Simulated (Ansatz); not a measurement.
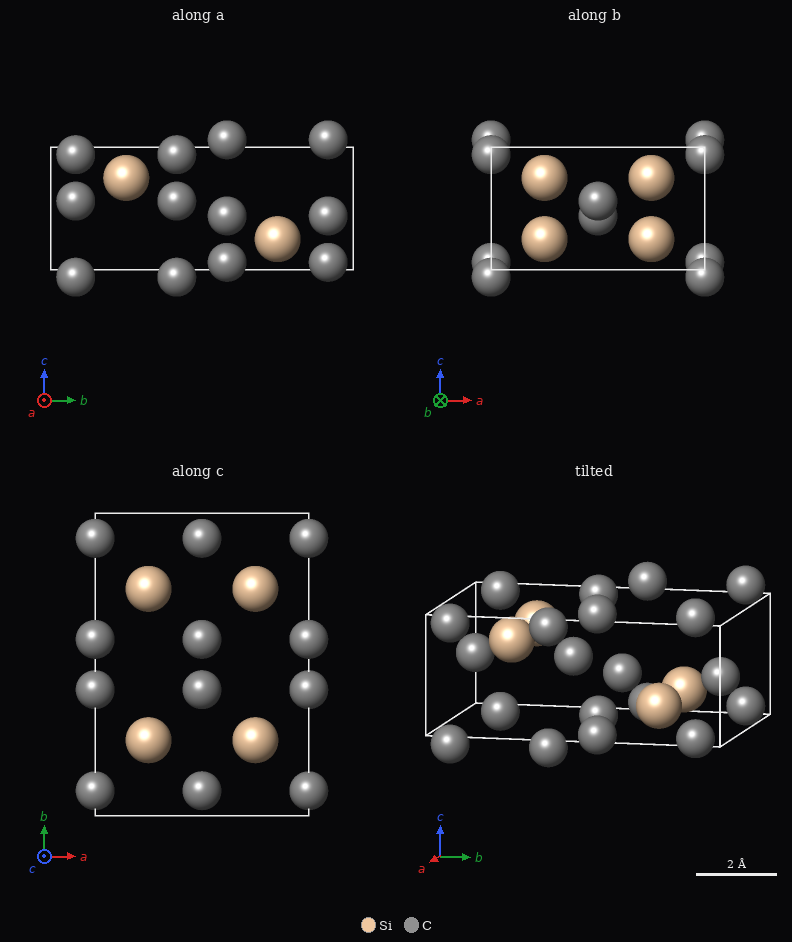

Spheres-only drawing of the structure, looking along the a axis, along the b axis, along the c axis and slightly off an axis. The frame is the conventional unit cell; atoms at its boundary are shown with their periodic copies.

Lattice parameters: a = 5.380 Å, b = 7.624 Å, c = 3.084 Å, α = 90.00°, β = 90.00°, γ = 90.00°. Put a along x and b in the xy plane.

Question: Record the structure as a POSCAR file, with free fractional coordinates to two decimals.

Answer:
```
Si C
1.0
     5.380    0.000    0.000
     0.000    7.624    0.000
     0.000    0.000    3.084
Si C
4 8
Direct
  0.25 0.75 0.25
  0.25 0.25 0.75
  0.75 0.25 0.75
  0.75 0.75 0.25
  0.50 0.58 0.44
  0.50 0.92 0.44
  0.50 0.42 0.56
  0.50 0.08 0.56
  0.00 0.08 0.94
  0.00 0.42 0.94
  0.00 0.92 0.06
  0.00 0.58 0.06
```

The initial geometry was a structure type filled with these elements by a generator (whether the compound takes this form wasn't checked). The structure drawn was relaxed with Ansatz, DFT PBE, scalar-relativistic, plane waves, PAW.
